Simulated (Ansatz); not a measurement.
## LiTlF4, from a guessed structure to a relaxed one

Starting from a made-up structure for LiTlF4, the aim is the relaxed cell, its shortest contacts and, where a second run follows, its electronic structure.

Calculated with Ansatz 0.2.0; DFT, PBE, plane-wave PAW, files of the set soft_1, scalar-relativistic, no spin, cell and ions relaxed at zero pressure; PAW set soft_1, in the first sound run; inputs show where later runs differ.

### 1. Set-up

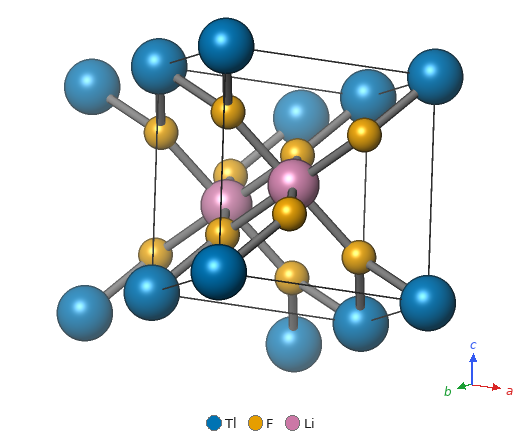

The cell as given, from a free direction (thallium blue, fluorine orange, lithium pink). 1×2×1 cells are drawn. Some periodic images of atoms are drawn too.

### 2. Relaxing cell and atoms

The guess takes its coordinates from another compound and its volume from a rule, so the cell and any free coordinates are relaxed together.

File input.yaml:

```yaml
crystal:
  lattice:
    - [4.815, 0.0, 0.0]
    - [0.0, 3.61, 0.0]
    - [-0.244414494, 0.0, 4.824813215]
  atoms:
    - { symbol: Tl, position: [0.0, 0.0, 0.0] }
    - { symbol: F, position: [0.3276, 0.0, 0.3021] }
    - { symbol: F, position: [0.1772, 0.5, 0.7769] }
    - { symbol: F, position: [0.8228, 0.5, 0.2231] }
    - { symbol: F, position: [0.6724, 0.0, 0.6979] }
    - { symbol: Li, position: [0.5, 0.5, 0.5] }
kpoints:
  mp_grid: { grid: [6, 7, 6] }
scf:
  occupations: { method: fermi_dirac, width: 0.05 }
hamiltonian:
  xc: pbe
  pseudopotentials: { kind: paw, azcp: { folder: soft_1 } }
relax:
  f_tol: 0.015
  max_steps: 70
  cell: {}
output:
  forces: true
  stress: true
```

Run with:

```console
$ ansatz run input.yaml --threads 4 --pin off --max-ram 10240MiB --backend cpu --events-out ev --progress --plain --runs-dir out
```

Numbers of over 12 decimals in the logs are rounded to 6 here.

The log of the run:

```text
Engine: ansatz 0.2.0, aarch64-unknown-linux-gnu
Pseudopotentials: kind: paw
Pseudopotential: Tl, paw, valence charge 13, recommended cutoff 420 eV (normal), soft_1/Tl.paw.azcp
Pseudopotential: F, paw, valence charge 7, recommended cutoff 420 eV (normal), soft_1/F.paw.azcp
Pseudopotential: Li, paw, valence charge 3, recommended cutoff 420 eV (normal), soft_1/Li.paw.azcp
Functional definition: PBE
  parameter kappa = 0.804
  parameter beta = 0.066725
  exchange = pbe_x(kappa = kappa, mu = beta*pi^2/3)
  correlation = pbe_c(beta = beta)
Crystal: 6 atoms, lattice volume = 83.866 Å³
Basis set: ecut = 420 eV, 1609 PW (Γ), exchange–correlation on 72×50×72 points (8 copies of the dense FFT grid, shifted against one another)
Bands: 28, of which v1, the nominal top of the filled ones, is band 22 counted from 1 (21 counted from 0)
Symmetry: 4 space group operations
Space group: P2/m (ITA 10), of the structure as read, at distance tolerance 4.4e-5 Å
k-points: 80 of 252
Non-local potential: Tl, projectors of the file, l = 0: 2, l = 1: 2, l = 2: 2, l = 3: 1
Non-local potential: F, projectors of the file, l = 0: 2, l = 1: 2, l = 2: 1
Non-local potential: Li, projectors of the file, l = 0: 3, l = 1: 2, l = 2: 1
PAW form: soft (Blöchl's): semilocal exchange-correlation on the pseudo side does not see the compensation charge
PAW one-centre angular grid: Tl, 590 points (default); XC on 64 Gauss nodes
PAW one-centre angular grid: F, 110 points (default); XC on 64 Gauss nodes
PAW one-centre angular grid: Li, 110 points (default); XC on 96 Gauss nodes
Initial density: superposition of atomic densities (chi_scale 0.1, normalization cell, long waves kept (reshape's long-wave potential 0.22 eV rms))
Initial wavefunctions: pseudopotential atomic-orbital guess
Functional: x = pbe(κ = 0.804, μ = 0.219515), c = pbe(β = 0.066725)
SCF iter   1: F=—  HF=-14889.607769 eV  |F-HF|=—  |Δ(HF+E_count)|=         —  Δρ=1.12e-1  dr2=9.79e0  ethr=3.10e-3  ⟨swp⟩=6.0  Hψ=11094  notcnv=0  defer=5
preconditioner: auto → Resta (q_TF=auto, 2.450 Å⁻¹)  ε∞=3.4  [insulator: Δε(μ)=1.451 eV  Ē_g=16.869 eV  σ=0.050 eV  W_gap=1.00  n_scr=18 (ndim 8)  ℏωp=26.3 eV  f_vac=0.022  D(μ)=0.00/eV (n_scr^D=0)  ε∞_Penn≈3.4]
SCF iter   2: F=—  HF=-14886.760260 eV  |F-HF|=—  |Δ(HF+E_count)|=    2.85e0  Δρ=4.18e-2  dr2=1.14e0  ethr=3.10e-3  ⟨swp⟩=3.0  Hψ=5231  notcnv=0  defer=142
SCF iter   3: F=—  HF=-14886.387433 eV  |F-HF|=—  |Δ(HF+E_count)|=   3.73e-1  Δρ=1.54e-2  dr2=2.38e-1  ethr=2.60e-3  ⟨swp⟩=3.0  Hψ=4768  notcnv=0  defer=149
SCF iter   4: F=—  HF=-14886.300569 eV  |F-HF|=—  |Δ(HF+E_count)|=   8.69e-2  Δρ=7.20e-3  dr2=3.60e-2  ethr=5.41e-4  ⟨swp⟩=2.7  Hψ=3852  notcnv=0  defer=149
SCF iter   5: F=—  HF=-14886.298374 eV  |F-HF|=—  |Δ(HF+E_count)|=   2.20e-3  Δρ=4.03e-3  dr2=1.16e-2  ethr=8.19e-5  ⟨swp⟩=2.0  Hψ=3701  notcnv=0  defer=149
SCF iter   6: F=—  HF=-14886.298774 eV  |F-HF|=—  |Δ(HF+E_count)|=   4.00e-4  Δρ=9.77e-4  dr2=9.49e-4  ethr=2.63e-5  ⟨swp⟩=2.7  Hψ=4119  notcnv=0  defer=149
SCF iter   7: F=—  HF=-14886.299482 eV  |F-HF|=—  |Δ(HF+E_count)|=   7.08e-4  Δρ=1.52e-4  dr2=3.29e-5  ethr=2.16e-6  ⟨swp⟩=2.0  Hψ=3344  notcnv=0  defer=149
SCF iter   8: F=—  HF=-14886.299499 eV  |F-HF|=—  |Δ(HF+E_count)|=   1.65e-5  Δρ=2.39e-5  dr2=6.62e-7  ethr=7.48e-8  ⟨swp⟩=2.2  Hψ=3606  notcnv=0  defer=149
SCF iter   9: F=-14886.299500 eV  HF=-14886.299500 eV  |F-HF|=2.85e-8  |Δ(HF+E_count)|=   1.10e-6  Δρ=4.16e-6  dr2=1.72e-8  ethr=2.27e-10  ⟨swp⟩=4.0  Hψ=7708  notcnv=0
SCF 1 converged in 9 iterations: F = -14886.299500 eV  dr2 = 1.72e-8
  greatest PAW one-centre occupation: 1.000 electrons in one spin orbital (limit 2), on the Li atom at site 5 (counted from 0), in its partial waves of l = 0
relax step   1: F+E_penalty+E_count = -14886.29949993 eV  Δ(F+E_penalty+E_count) = +0.000e0 eV  max|allowed force component| = 1.782e-1 eV/Å  Δτ_max = 0.0000 Å  P = -0.631 GPa  Ω = 83.866 Å³  (9 SCF iters, dr2 threshold 1.00e-7 eV, accepted)
Crystal: 6 atoms, lattice volume = 83.600 Å³
Basis set: ecut = 420 eV, 1611 PW (Γ), exchange–correlation on 72×50×72 points (8 copies of the dense FFT grid, shifted against one another)
Initial density: handed on by an earlier stage of this run
Initial wavefunctions: those handed on with the density
iter 1 solved again at ethr=4.12e-5 eV; its pass at ethr=3.10e-3 eV (dr2=1.81e-2 eV) is discarded
SCF iter   1: F=—  HF=-14886.354012 eV  |F-HF|=—  |Δ(HF+E_count)|=         —  Δρ=1.04e-2  dr2=1.83e-2  ethr=4.12e-5  ⟨swp⟩=2.1  Hψ=11427  notcnv=0
preconditioner: auto → Resta (q_TF=auto, 2.452 Å⁻¹)  ε∞=3.4  [insulator: Δε(μ)=2.536 eV  Ē_g=16.839 eV  σ=0.050 eV  W_gap=1.00  n_scr=18 (ndim 8)  ℏωp=26.3 eV  f_vac=0.138  D(μ)=0.00/eV (n_scr^D=0)  ε∞_Penn≈3.4]
SCF iter   2: F=—  HF=-14886.352649 eV  |F-HF|=—  |Δ(HF+E_count)|=   1.36e-3  Δρ=5.06e-3  dr2=4.15e-3  ethr=4.12e-5  ⟨swp⟩=2.3  Hψ=3926  notcnv=0
SCF iter   3: F=—  HF=-14886.353499 eV  |F-HF|=—  |Δ(HF+E_count)|=   8.50e-4  Δρ=2.13e-3  dr2=2.28e-3  ethr=9.44e-6  ⟨swp⟩=2.0  Hψ=4046  notcnv=0
SCF iter   4: F=—  HF=-14886.353123 eV  |F-HF|=—  |Δ(HF+E_count)|=   3.76e-4  Δρ=4.24e-4  dr2=5.75e-5  ethr=5.19e-6  ⟨swp⟩=2.1  Hψ=3073  notcnv=0
SCF iter   5: F=—  HF=-14886.353166 eV  |F-HF|=—  |Δ(HF+E_count)|=   4.24e-5  Δρ=8.37e-5  dr2=4.26e-6  ethr=1.31e-7  ⟨swp⟩=2.0  Hψ=3135  notcnv=0
SCF iter   6: F=—  HF=-14886.353167 eV  |F-HF|=—  |Δ(HF+E_count)|=   9.52e-7  Δρ=4.48e-5  dr2=1.05e-6  ethr=1.36e-9  ⟨swp⟩=5.0  Hψ=7900  notcnv=0
SCF iter   7: F=-14886.353167 eV  HF=-14886.353167 eV  |F-HF|=2.25e-8  |Δ(HF+E_count)|=   1.94e-7  Δρ=1.19e-5  dr2=9.79e-8  ethr=1.36e-9  ⟨swp⟩=4.0  Hψ=6848  notcnv=0
SCF 2 converged in 7 iterations: F = -14886.353167 eV  dr2 = 9.79e-8
relax step   2: F+E_penalty+E_count = -14886.35316684 eV  Δ(F+E_penalty+E_count) = -5.367e-2 eV  max|allowed force component| = 8.967e-2 eV/Å  Δτ_max = 0.0716 Å  P = -0.251 GPa  Ω = 83.600 Å³  energy of the carried Pulay correction = +5.419e-4 eV  (7 SCF iters, dr2 threshold 6.00e-7 eV, accepted)
Crystal: 6 atoms, lattice volume = 82.985 Å³
Basis set: ecut = 420 eV, 1595 PW (Γ), exchange–correlation on 72×50×72 points (8 copies of the dense FFT grid, shifted against one another)
iter 1 solved again at ethr=5.00e-6 eV; its pass at ethr=3.10e-3 eV (dr2=2.20e-3 eV) is discarded
SCF iter   1: F=—  HF=-14886.363353 eV  |F-HF|=—  |Δ(HF+E_count)|=         —  Δρ=3.32e-3  dr2=2.13e-3  ethr=5.00e-6  ⟨swp⟩=2.0  Hψ=12944  notcnv=0
preconditioner: auto → Resta (q_TF=auto, 2.455 Å⁻¹)  ε∞=3.5  [insulator: Δε(μ)=2.522 eV  Ē_g=16.875 eV  σ=0.050 eV  W_gap=1.00  n_scr=18 (ndim 8)  ℏωp=26.4 eV  f_vac=0.133  D(μ)=0.00/eV (n_scr^D=0)  ε∞_Penn≈3.5]
SCF iter   2: F=—  HF=-14886.363105 eV  |F-HF|=—  |Δ(HF+E_count)|=   2.48e-4  Δρ=1.58e-3  dr2=4.55e-4  ethr=4.84e-6  ⟨swp⟩=2.3  Hψ=3672  notcnv=0
SCF iter   3: F=—  HF=-14886.363169 eV  |F-HF|=—  |Δ(HF+E_count)|=   6.40e-5  Δρ=4.72e-4  dr2=9.14e-5  ethr=1.03e-6  ⟨swp⟩=2.0  Hψ=3753  notcnv=0
SCF iter   4: F=—  HF=-14886.363161 eV  |F-HF|=—  |Δ(HF+E_count)|=   8.06e-6  Δρ=1.25e-4  dr2=9.63e-6  ethr=2.08e-7  ⟨swp⟩=2.0  Hψ=3745  notcnv=0
SCF iter   5: F=—  HF=-14886.363164 eV  |F-HF|=—  |Δ(HF+E_count)|=   2.65e-6  Δρ=1.04e-4  dr2=5.98e-6  ethr=2.19e-8  ⟨swp⟩=2.0  Hψ=3162  notcnv=0
SCF iter   6: F=-14886.363163 eV  HF=-14886.363163 eV  |F-HF|=1.53e-7  |Δ(HF+E_count)|=   8.27e-7  Δρ=2.06e-5  dr2=1.86e-7  ethr=1.36e-9  ⟨swp⟩=2.9  Hψ=8729  notcnv=0
SCF 3 converged in 6 iterations: F = -14886.363163 eV  dr2 = 1.86e-7
relax step   3: F+E_penalty+E_count = -14886.36316334 eV  Δ(F+E_penalty+E_count) = -9.996e-3 eV  max|allowed force component| = 4.686e-2 eV/Å  Δτ_max = 0.0247 Å  P = -0.119 GPa  Ω = 82.985 Å³  energy of the carried Pulay correction = +1.803e-3 eV  (6 SCF iters, dr2 threshold 6.00e-7 eV, accepted)
[...]
relax step   4: F+E_penalty+E_count = -14886.36951536 eV  Δ(F+E_penalty+E_count) = -6.352e-3 eV  max|allowed force component| = 4.212e-2 eV/Å  Δτ_max = 0.0263 Å  P = +0.020 GPa  Ω = 82.390 Å³  energy of the carried Pulay correction = +3.033e-3 eV  (6 SCF iters, dr2 threshold 6.00e-7 eV, accepted)
[...]
relax step   5: F+E_penalty+E_count = -14886.37087255 eV  Δ(F+E_penalty+E_count) = -1.357e-3 eV  max|allowed force component| = 1.899e-2 eV/Å  Δτ_max = 0.0469 Å  P = -0.263 GPa  Ω = 82.854 Å³  energy of the carried Pulay correction = +2.073e-3 eV  (7 SCF iters, dr2 threshold 4.83e-7 eV, accepted)
[...]
relax step   6: F+E_penalty+E_count = -14886.37242214 eV  Δ(F+E_penalty+E_count) = -1.550e-3 eV  max|allowed force component| = 1.475e-2 eV/Å  Δτ_max = 0.0142 Å  P = +0.121 GPa  Ω = 82.375 Å³  energy of the carried Pulay correction = +3.063e-3 eV  (6 SCF iters, dr2 threshold 2.51e-7 eV, accepted)
[...]
relax step   7: F+E_penalty+E_count = -14886.37230127 eV  Δ(F+E_penalty+E_count) = +1.209e-4 eV  max|allowed force component| = 2.337e-3 eV/Å  Δτ_max = 0.0051 Å  P = -0.010 GPa  Ω = 82.482 Å³  energy of the carried Pulay correction = +2.842e-3 eV  (5 SCF iters, dr2 threshold 7.28e-8 eV, accepted)
[...]
relax step   8: F+E_penalty+E_count = -14886.37231173 eV  Δ(F+E_penalty+E_count) = -1.046e-5 eV  max|allowed force component| = 1.739e-3 eV/Å  Δτ_max = 0.0000 Å  P = -0.031 GPa  Ω = 82.482 Å³  stress off target by 1.82e-1 GPa  SCF on the basis re-selected at this cell (its energy is not comparable with the rows above)  (7 SCF iters)
[...]
relax step   9: F+E_penalty+E_count = -14886.37255688 eV  Δ(F+E_penalty+E_count) = -2.451e-4 eV  max|allowed force component| = 2.315e-3 eV/Å  Δτ_max = 0.0034 Å  P = +0.015 GPa  Ω = 82.450 Å³  energy of the carried Pulay correction = +6.603e-5 eV  (5 SCF iters, dr2 threshold 8.26e-8 eV, accepted)
iter 1 solved again at ethr=1.18e-7 eV; its pass at ethr=3.10e-3 eV (dr2=5.18e-5 eV) is discarded
SCF iter   1: F=—  HF=-14886.372378 eV  |F-HF|=—  |Δ(HF+E_count)|=         —  Δρ=3.24e-5  dr2=5.46e-8  ethr=1.18e-7  ⟨swp⟩=2.6  Hψ=15271  notcnv=0
SCF iter   2: F=—  HF=-14886.372520 eV  |F-HF|=—  |Δ(HF+E_count)|=   1.42e-4  Δρ=1.67e-5  dr2=1.49e-8  ethr=1.24e-10  ⟨swp⟩=2.0  Hψ=4000  notcnv=0
SCF iter   3: F=—  HF=-14886.372525 eV  |F-HF|=—  |Δ(HF+E_count)|=   4.67e-6  Δρ=6.32e-6  dr2=5.71e-9  ethr=3.39e-11  ⟨swp⟩=2.0  Hψ=3180  notcnv=0
SCF iter   4: F=—  HF=-14886.372526 eV  |F-HF|=—  |Δ(HF+E_count)|=   7.00e-7  Δρ=5.49e-7  dr2=2.12e-10  ethr=1.30e-11  ⟨swp⟩=2.0  Hψ=3065  notcnv=0
SCF iter   5: F=-14886.372526 eV  HF=-14886.372526 eV  |F-HF|=1.39e-9  |Δ(HF+E_count)|=  3.71e-10  Δρ=3.70e-7  dr2=5.65e-11  ethr=1.00e-12  ⟨swp⟩=4.0  Hψ=7386  notcnv=0
SCF 10 converged in 5 iterations: F = -14886.372526 eV  dr2 = 5.65e-11
relax step  10: F+E_penalty+E_count = -14886.37252575 eV  Δ(F+E_penalty+E_count) = +3.113e-5 eV  max|allowed force component| = 2.358e-3 eV/Å  Δτ_max = 0.0000 Å  P = +0.013 GPa  Ω = 82.450 Å³  stress off target by 2.88e-2 GPa  SCF on the basis re-selected at this cell (its energy is not comparable with the rows above)  (5 SCF iters)
basis re-selected at this cell: Δ(F+E_penalty+E_count) = +3.113e-5 eV, ΔP = -0.001 GPa vs the last step (what re-selecting the basis moved, of the pressure what is left beyond the Pulay correction that the steps carried, after the strain that the cell walked since its last selection, with what the two solves' SCF thresholds leave and, on support functions, any second-order correction that the steps lacked; it is no m [...]
SCF converged after 5 iterations
Free energy (F): -14886.372526 eV
Harris-Foulkes:  -14886.372526 eV  (|F-HF|=1.39e-9)
Internal energy: -14886.372526 eV  (E = F + TS)
E sigma→0 (E₀):  -14886.372526 eV
Fermi energy:    2.998247 eV
--- Per-component energies (eV) ---
  E_band       = -290.126846
  E_kinetic    = 1073.913596
  E_local      = -3554.421917  (includes V_loc(G=0)·N_el)
  E_nonlocal   = 647.978582
  E_hartree    = 1313.546939
  E_xc         = -494.691677
  E_vxc        = -520.273230  (∫ρ·V_xc dr)
  E_paw        = -11040.761172  (= ΣΔE_a)
  E_vpaw       = -564.420589  (= ΣTr[D̂ρ^β])
  E_aug_tail   = 0.003001  (compensation charges beyond the density's cutoff)
  E_ewald      = -2831.939877
  E_smearing   = -0.000000  (= −TS)
  E_closure    = 0.000000  (closes the sum)
  Σ components = -14886.372526   (vs F -14886.372526, Δ=0.00e0)
--- Forces (eV/Å), atoms counted from 1 ---
  atom   1  Tl     0.00000000     0.00000000    -0.00000000
  atom   2  F      0.00163487    -0.00000000     0.00180537
  atom   3  F      0.00235780     0.00000000    -0.00201826
  atom   4  F     -0.00235780    -0.00000000     0.00201826
  atom   5  F     -0.00163487     0.00000000    -0.00180537
  atom   6  Li     0.00000000     0.00000000     0.00000000
  max |Σ_I F_I| component: 0.00e0 eV/Å
--- Stress (GPa, compression-positive) ---
        0.014839       0.000000       0.016569
        0.000000       0.015813       0.000000
        0.016565       0.000000       0.009126
  P = ⅓ Tr σ = 0.0133 GPa (0.133 kbar)
--- Relaxed structure (8 steps of the walk, 8 accepted, 2 SCFs on fresh bases) ---
  F+E_penalty+E_count = -14886.37252575 eV   max|allowed force component| = 2.358e-3 eV/Å   (the final SCF, on the basis selected at the relaxed cell)
  cell:  # Å, volume = 82.4500 Å³
    - [4.825238, 1.0782192907489335e-17, 0.137889]
    - [8.083845565116618e-18, 3.537187, 1.616769113023327e-17]
    - [-0.106764, 2.106101961158328e-17, 4.827691]
  atoms:
    - { symbol: Tl, position: [2.846546493296185e-19, 0, 2.8463749592324316e-19] }
    - { symbol: F, position: [0.307684, 0, 0.307523] }
    - { symbol: F, position: [0.209263, 0.500000, 0.790596] }
    - { symbol: F, position: [0.790737, 0.500000, 0.209404] }
    - { symbol: F, position: [0.692316, 0, 0.692477] }
    - { symbol: Li, position: [0.5, 0.500000, 0.500000] }
```

The job ended after 24 s (4 threads of Arm Neoverse V2, shared host; peak memory 0.47 GiB).

Relaxation path:

```
step  energy less that of the first step (eV)  largest force component (eV/Å)  pressure (GPa)  volume (Å³)
   1                                   0.0000                          0.1782           -0.63        83.87
   2                                  -0.0537                          0.0897           -0.25        83.60
   3                                  -0.0637                          0.0469           -0.12        82.99
   4                                  -0.0700                          0.0421            0.02        82.39
   5                                  -0.0714                          0.0190           -0.26        82.85
   6                                  -0.0729                          0.0148            0.12        82.38
   7                                  -0.0728                          0.0023           -0.01        82.48
  8*                                  -0.0728                          0.0017           -0.03        82.48
   9                                  -0.0731                          0.0023            0.01        82.45
 10*                                  -0.0730                          0.0024            0.01        82.45
```

Relaxation steps marked * repeat the geometry before them on a plane-wave basis chosen anew for their cell, so energy and pressure can jump there.

The run keeps the 4 symmetry operations that it works with, so distortions that break them were not tested.

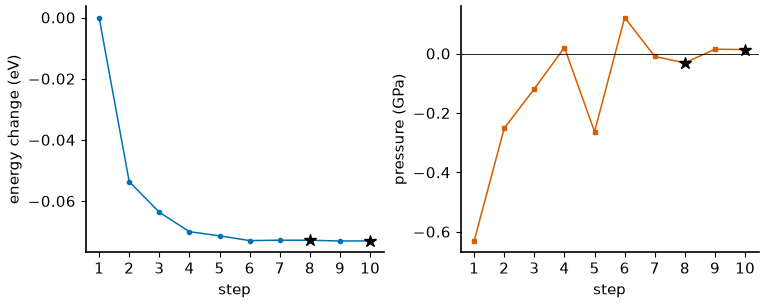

Energy and pressure along the relaxation. Stars mark steps on a basis chosen anew.

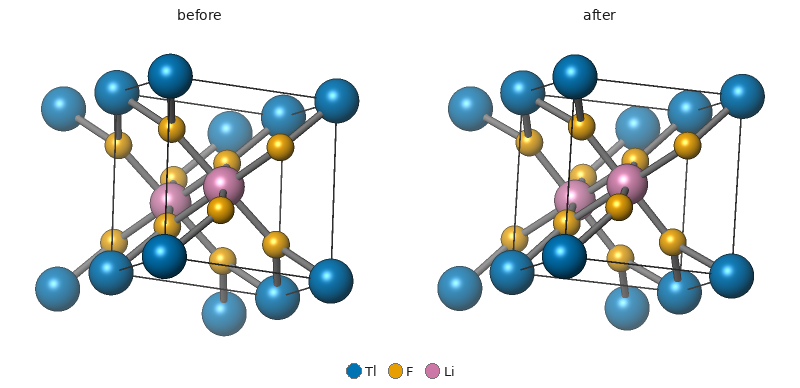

The structure before and after the relaxation, drawn at the same scale.

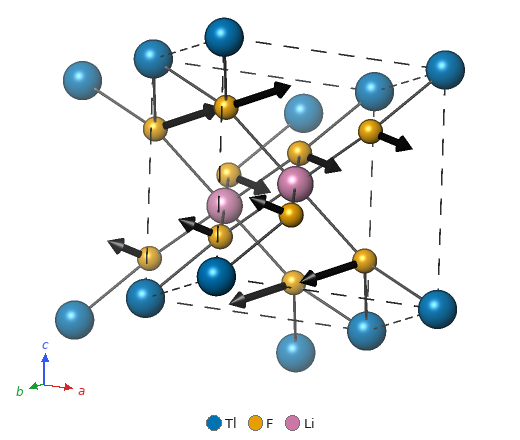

Displacements in the relaxation, exaggerated, measured against the changing cell; the longest in the cell stands for 0.17 Å. 1×2×1 cells are drawn. Some periodic images of atoms are drawn too.

```
     cell as run  before  after  change
           a (Å)   4.815  4.827  +0.3 %
           b (Å)   3.610  3.537  -2.0 %
           c (Å)   4.831  4.829  -0.0 %
           β (°)   92.90  89.63  -3.5 %
volume (Å³/atom)   13.98  13.74  -1.7 %
```

The atoms that moved most (Å, as changes of fractional coordinates times the final cell):

```
atom      dx     dy      dz  length
  F4  -0.153  0.000  -0.071   0.169
  F3   0.153  0.000   0.071   0.169
  F5   0.097  0.000  -0.023   0.099
  F2  -0.097  0.000   0.023   0.099
```

This step gave:

```yaml
free_energy: -14886.3725 eV
fermi_energy: 2.998 eV
gap_by_band_count: 2.541 eV
electrons: 44
symmetry_operations: 4
pressure: 0.01326 GPa
```

Shortest distances by pair of elements, guess and relaxed (not always the same contact):

```
 pair  guess (Å)  relaxed (Å)
 F–Li      2.101        1.978
 F–Tl      2.094        2.107
  F–F      2.468        2.636
Tl–Tl      3.610        3.537
Li–Li      3.610        3.537
```

The relaxation ends with a largest force component of 0.0024 eV/Å and a pressure of 0.01 GPa.

[end of part 1 of 2]

[Logs are printed without paths, hosts, clocks, repeated set-up lines and the standing remarks that a program may print on its own settings, such as how far it seeks lower states.]

[Hosts, paths, dates, database ids (printed as entryN), source tags and the programs' standing remarks are cut or masked in the printed files.]
